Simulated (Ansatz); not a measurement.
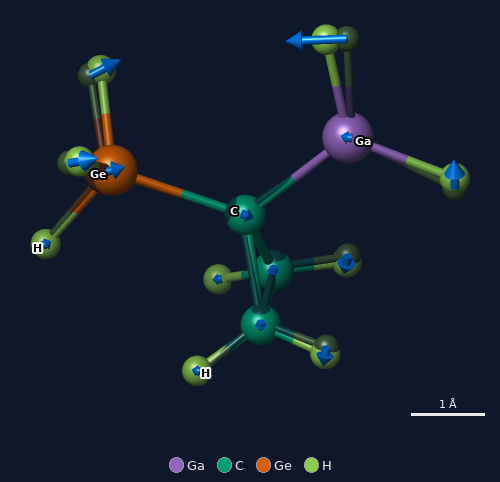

This is a relaxation of C3H9GaGe. The starting structure is drawn faded, the final one solid; blue arrows show the displacements, magnified 3 times. The two geometries are superimposed by the best rigid fit.

The picture is a ball-and-stick view, seen at a tilt.

The start comes from GFN2-xTB.

The calculation used RKS PBE0-D4/def2-TZVP in Ansatz.

Input
```yaml
crystal:
  periodic: [false, false, false]
  atoms:
    - {symbol: Ga, position_ang: [-1.414810, 1.522730, -0.386090]}
    - {symbol: C, position_ang: [-0.057280, 0.096030, 0.022230]}
    - {symbol: Ge, position_ang: [0.962110, 0.014580, 1.687480]}
    - {symbol: C, position_ang: [-0.434210, -1.221010, -0.618900]}
    - {symbol: C, position_ang: [0.631680, -0.390870, -1.233100]}
    - {symbol: H, position_ang: [-1.850000, 2.744680, 0.521950]}
    - {symbol: H, position_ang: [-2.108710, 1.347580, -1.804200]}
    - {symbol: H, position_ang: [1.798430, 1.240830, 1.891860]}
    - {symbol: H, position_ang: [1.884330, -1.172080, 1.653500]}
    - {symbol: H, position_ang: [0.071930, -0.125290, 2.884530]}
    - {symbol: H, position_ang: [-0.149610, -2.144760, -0.129690]}
    - {symbol: H, position_ang: [-1.385480, -1.279750, -1.147290]}
    - {symbol: H, position_ang: [0.396000, 0.106460, -2.173600]}
    - {symbol: H, position_ang: [1.655600, -0.739120, -1.168680]}
basis:
  gaussian: {orbitals: def2-TZVP}
hamiltonian: {xc: pbe0, dispersion: d4}
relax: {f_tol: 0.005, max_steps: 150}
```

Launched with:
```bash
ansatz run in.yaml --threads 2 --pin off --events-out ev --progress --plain --max-ram 32768MiB --backend cuda --devices 0, --max-vram 18GiB
```

Atoms of which element are displaced furthest, and by how much?

Answer. Hydrogen: up to 0.29 Å, against 0.10 Å for germanium.

What did the optimiser do to the structure, and how much energy did it gain?

Answer. The energy falls by 0.115 eV in 7 geometry steps. Largest force component: 0.79 eV/Å at the start, 0.0011 eV/Å at the end. H6 moves most after the best rigid fit: 0.29 Å. Largest moves by element: H 0.29 Å, Ge 0.10 Å, C 0.06 Å, Ga 0.05 Å. Among the contacts that change: Ga1–C2 2.011 → 1.949 Å, Ge3–H10 1.498 → 1.541 Å, C2–Ge3 1.954 → 1.937 Å, Ga1–H6 1.583 → 1.570 Å. Among the angles between lasting bonds that change: C2–Ga1–H6 128.1° → 122.3°, Ga1–C2–C4 111.3° → 116.1°, Ga1–C2–Ge3 123.7° → 119.0°. The run took about 50 s of wall time on a shared GPU.
